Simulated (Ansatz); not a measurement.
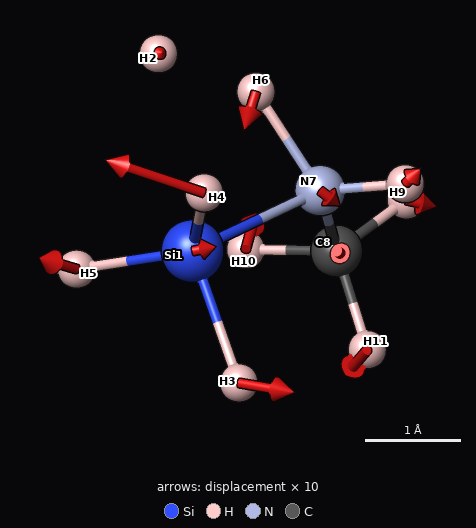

A constrained relaxation of CH₉NSi. The starting structure is drawn; red arrows show the displacements, 10 times their true length. The two geometries are superimposed by the best rigid fit.

A ball-and-stick model, seen from a free direction.

The reaction that was planned forms Si1–N7, H2–H6 and breaks Si1–H2, H6–N7 (atoms numbered from 1 in input order).

Computed with Ansatz, RKS PBE0-D4/def2-SVP. Set-up: held fixed: the distance between atoms 1 (Si) and 7 (N), the distance between atoms 2 (H) and 6 (H), the distance between atoms 1 (Si) and 2 (H), the distance between atoms 6 (H) and 7 (N), counting from 1; force threshold 0.04 eV/Å; at most 150 steps.

Question: Describe the change and its energy.

Answer: The largest move after the best rigid fit is that of an H atom, 0.12 Å. By element the largest moves are H 0.12 Å, N 0.03 Å, C 0.03 Å, Si 0.03 Å. Some distances before and after: H–Si 1.446 → 1.483 Å, H–Si 1.487 → 1.516 Å, C–H 1.088 → 1.101 Å, C–N 1.450 → 1.460 Å. Among the angles between lasting bonds that change: H–Si–H 126.5° → 118.8°, H–Si–N 109.0° → 113.6°, Si–N–H 82.8° → 80.0°. After 3 accepted moves (4 points after the start) the energy has fallen by 2.12 kcal/mol. The largest force component goes from 0.7 to 0.029 eV/Å. The line search rejected the trial step at point 3 of the run. The run took 6.5 s on 4 threads of Arm Neoverse V1, with other jobs on the host.
